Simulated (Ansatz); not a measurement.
## Ti2SnC: pressure series

Take Ti2SnC (space group P6_3/mmc, No. 194; a = 3.1382 Å, c = 13.6391 Å; a cell from a computed database, its experimental status unchecked) as the base.

Cell and atoms are relaxed at each pressure.

All numbers come from PBEsol in Ansatz (plane waves to 420 eV, PAW, no spin-orbit coupling).

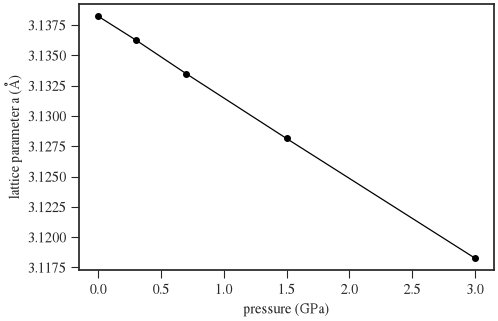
Fig. 1. Lattice parameter a against pressure

| pressure (GPa) | lattice parameter a |
|---|---|
| 0.3 | 3.136 Å |
| 0.7 | 3.134 Å |
| 1.5 | 3.128 Å |
| 3 | 3.118 Å |

Load acts through the strain it causes; cell and atoms are relaxed under it. No phonon test of stability was made. The final runs are not spin-polarised.

Ansatz is a first-principles code.
